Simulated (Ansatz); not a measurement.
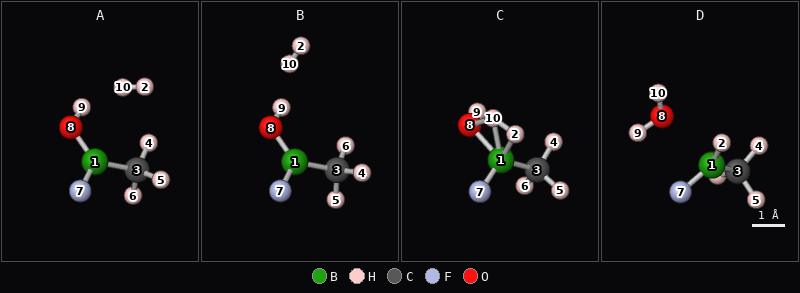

4 geometries from a converged minimum-energy path of CH6BFO, made up at the start of CH$_{4}$BF and H2O, shuffled. A ball-and-stick model, seen from a free direction.

Level of theory: RHF/cc-pVDZ in Ansatz. Set-up: 9 movable images; climbing image; force threshold 0.05 eV/Å; iteration limit 60; starting path through a guess of the saddle point.

### Which frame is the transition state?

C. In order along the path, whose images run from 0 to 10: D (image 2, +1.0 kJ/mol), C (image 4, +164.4 kJ/mol), A (image 6, −95.4 kJ/mol), B (image 9, −96.6 kJ/mol). Breaking: B1–H2 (1.20 → 1.41 at the top → 4.61 Å), O8–H10 (0.95 → 1.22 at the top → 2.84 Å). Forming: B1–O8 (2.35 → 1.56 at the top → 1.35 Å), H2–H10 (3.16 → 1.03 at the top → 0.75 Å).

Limits of the set-up: the start holds two separate molecules, 2.3 Å apart at their closest, whose relative position is a soft coordinate and is computed without a dispersion correction; Hartree-Fock leaves out electron correlation.

The run took 8.7 min on 1 thread of Arm Neoverse V1, with other jobs on the host, peak memory 0.15 GiB.
